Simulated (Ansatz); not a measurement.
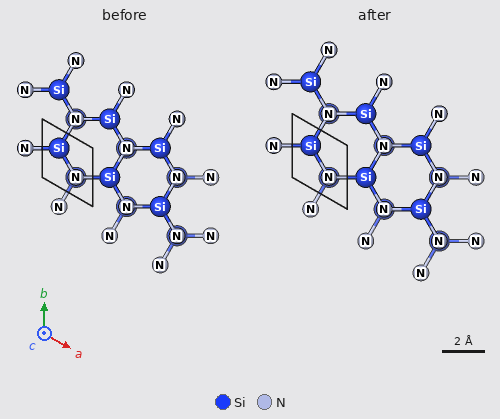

The structure of crystalline SiN (a generated structure, set up in P6_3/mmc) (coarse preliminary run) before (left) and after (right) a relaxation, at one scale.

A ball-and-stick model of the cell of the calculation, repeated 3 × 2 × 1 with one cell outlined, seen along the c axis.

The calculation used Ansatz, DFT PBE, scalar-relativistic, plane waves, PAW.

The input:
```yaml
crystal:
  lattice:
    - [2.80491736, 0.0, 0.0]
    - [-1.40245868, 2.42912969, 0.0]
    - [0.0, 0.0, 7.45028118]
  atoms:
    - { symbol: Si, position: [0.33333333, 0.66666667, 0.75] }
    - { symbol: Si, position: [0.66666667, 0.33333333, 0.25] }
    - { symbol: "N", position: [0.33333333, 0.66666667, 0.25] }
    - { symbol: "N", position: [0.66666667, 0.33333333, 0.75] }
basis:
  ecutwfc: 420
kpoints:
  mp_grid: { grid: [6, 6, 4] }
hamiltonian:
  xc: pbe
scf:
  occupations: { method: gaussian, width: 0.1 }
  lower_state_search: "off"
output:
  forces: true
  stress: true
  eigenvalues: true
relax:
  adjacent_minimum: "off"
  f_tol: 0.04
  max_steps: 70
  cell: { stress_tol: 0.4 }
```

Launched with:
```bash
ansatz run input.yaml --threads 1 --pin off --max-ram 2048MiB --backend cpu --events-out ev --progress --plain --runs-dir out
```

### Describe what moved and what it gained.

The atoms keep their places relative to the cell (all moves are under 0.005 Å). The drawn cell changes as follows: a = b 2.805 → 3.059 Å (+9.1 %), c 7.450 → 6.869 Å (−7.8 %); the volume changes by +9.7 %. Some distances before and after: Si1–N4 1.619 → 1.766 Å. The space group stays P6_3/mmc (No. 194). After 5 accepted moves (7 points after the start) the energy has fallen by 1.574 eV per cell of the calculation. All forces vanish by symmetry, so only the cell relaxes. Pressure: 41.63 GPa at the start and 0.04 GPa at the end. At 2 points the geometry stayed and the basis and grid were re-selected for the new cell (energy shift of 30.3 meV per cell of the calculation at most each time).

Limits of the set-up: the k-point mesh is coarse for a cell with partly filled bands.
